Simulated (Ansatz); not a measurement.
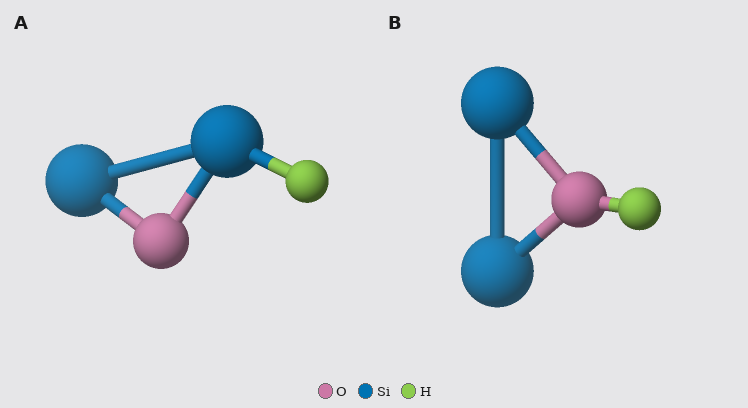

2 stationary structures of one formula. The species has charge +1 and is a spin singlet. Geometries: PBE0-D4/def2-TZVP. Electronic energies: RHF-CCSD(T) (frozen core)/def2-TZVPP (Ansatz 0.2.0), without zero-point energy. No frequency run is at hand to confirm each as a minimum.

**Which is lowest in energy, and by how much?**

A is lowest (Cs); B lies 71.4 kJ/mol above it (C2v).

Give E(B) − E(A) in kJ/mol at these levels too: r2SCAN-D4/def2-TZVPP; PBE0-D4/def2-TZVPP; PBE0-D4/def2-TZVP; RHF-CCSD(T) (frozen core)/def2-TZVPP; ωB97M-V/def2-TZVPP; PBE-D4/def2-TZVPP; B3LYP-D4/def2-TZVPP.

```csv
level,E(B) − E(A) (kJ/mol)
r2SCAN-D4/def2-TZVPP,+82.3
PBE0-D4/def2-TZVPP,+65.7
PBE0-D4/def2-TZVP,+68.8
RHF-CCSD(T) (frozen core)/def2-TZVPP,+71.4
ωB97M-V/def2-TZVPP,+70.6
PBE-D4/def2-TZVPP,+66.2
B3LYP-D4/def2-TZVPP,+70.0
```
